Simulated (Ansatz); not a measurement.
Consider KGeIr.

Input file:

```
crystal:
  lattice:
    - [4.7206650867, 0.0, 0.0]
    - [0.0, 4.7206650867, 0.0]
    - [0.0, 0.0, 28.8569356]
  atoms:
    - { symbol: K, position: [0.0, 0.0, 0.2760497971] }
    - { symbol: Ge, position: [0.5, 0.5, 0.3437457618] }
    - { symbol: Ir, position: [0.5, 0.5, 0.2682405193] }
  periodic: [true, true, false]
basis:
  ecutwfc: 420
kpoints:
  mp_grid: { grid: [8, 8, 1] }
  band_path:
    path: [[0.0, 0.0, 0.0], [0.0, 0.5, 0.0], [0.5, 0.5, 0.0], [0.0, 0.0, 0.0]]
    npoints: 14
hamiltonian:
  xc: pbe
scf:
  occupations: { method: gaussian, width: 0.01 }
  n_extra_bands: 7
output:
  forces: true
  stress: true
  eigenvalues: true
  populations: true
  dos: { projected: true, de: 0.02, nscf_kmesh: { grid: [10, 10, 1] } }
  bader: true
  write_density: true
  write_potential: true
  elf: true
  volumetric_format: npy
```

Run with:

```sh
ansatz run input.yaml --threads 1 --pin off --max-ram 2048MiB --backend cpu --events-out ev --progress --plain --runs-dir out
```

A structure generated by program, which may or may not match a known phase; computed without spin polarisation.

Theory: DFT PBE, scalar-relativistic, plane waves, PAW in Ansatz 0.2.0.

Q: Predict the valence pseudo-density and electron localisation function between the atoms.

A: Ge–Ir (2.18 Å): ρ is about 0.99 e/Å³ halfway; the ELF is about 0.45 at the midpoint.
K–Ir (3.35 Å): ρ at the midpoint is about 0.11 e/Å³, with its minimum of 0.09 e/Å³ about 1.5 Å from K; the ELF is about 0.20 at the midpoint; no shared electron pair shows on this line.
K–Ge (3.87 Å): ρ at the midpoint is about 0.06 e/Å³, with its minimum of 0.05 e/Å³ about 1.7 Å from K; the ELF peaks at about 0.55 in the valence shell of Ge, 1.4 Å from its nucleus, and drops to about 0.05 between the two atoms; no shared electron pair shows on this line.
Bader's partition of the density gives K +0.75, Ge +0.30 and Ir −1.05 e.

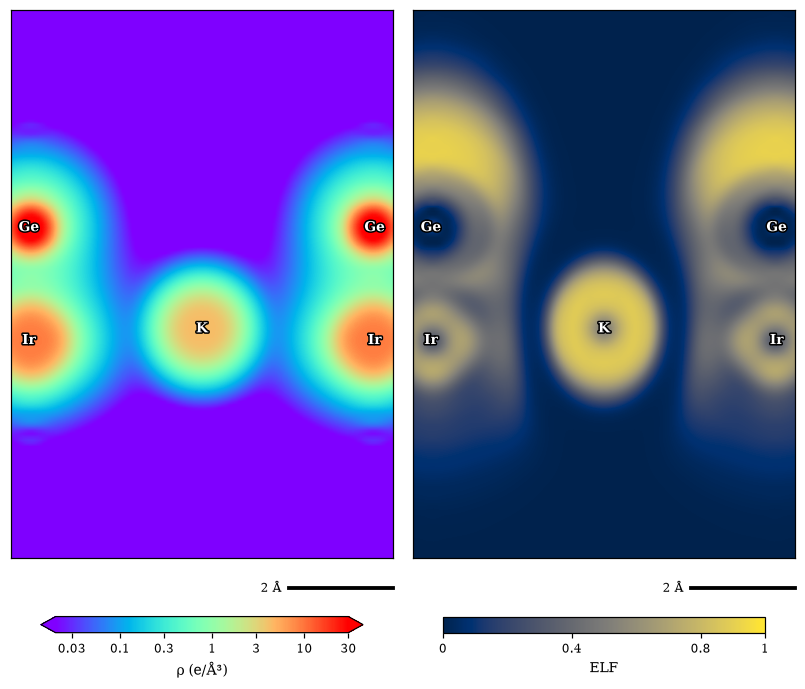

Computed valence pseudo-density and electron localisation function on the (110) plane of the calculation cell, a cut from vacuum to vacuum, in this order. 

In a PAW calculation such maps are meaningful between the atoms, not at the nuclei.
